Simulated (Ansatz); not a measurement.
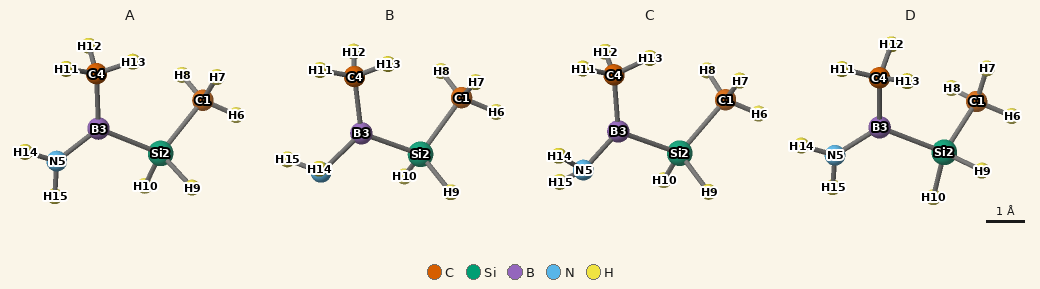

4 geometries from one relaxation of C2H10BNSi, in shuffled order. A ball-and-stick model, seen at a tilt.

The run prepares an end point of a later path (inversion) calculation, from a guessed geometry.

Level of theory: RKS B3LYP/def2-SVP (Ansatz 0.2.0). Set-up: no spin polarisation; force threshold 0.015 eV/Å; at most 40 steps.

Order the frames from highest to lowest energy.

Answer. B, C, A, D. They are steps 0, 4, 10, 23, at +1.905 eV, +0.749 eV, +0.027 eV relative to the last. H14 moves most after the best rigid fit: 1.58 Å. By element the largest moves are H 1.58 Å, N 0.66 Å, C 0.58 Å, Si 0.28 Å, B 0.24 Å. Near-neighbour distances that change, for instance: B3–N5 1.543 → 1.398 Å, Si2–B3 1.932 → 2.041 Å, C1–H6 1.179 → 1.102 Å, C4–H12 1.162 → 1.105 Å. Among the angles between lasting bonds that change: B3–N5–H15 105.2° → 123.9°, B3–N5–H14 105.1° → 123.0°, H11–C4–H13 115.8° → 107.7°. Groups turn about Si2–B3 by about 50°. The energy falls by 1.905 eV in 22 accepted moves (23 points after the start). The largest force component goes from 3.3 to 0.014 eV/Å. The line search rejected the trial step at point 12 of the run. The run took 72 s on 2 threads of Intel(R) Xeon(R) Platinum 8488C (Sapphire Rapids) (shared host), peak memory 0.31 GiB.
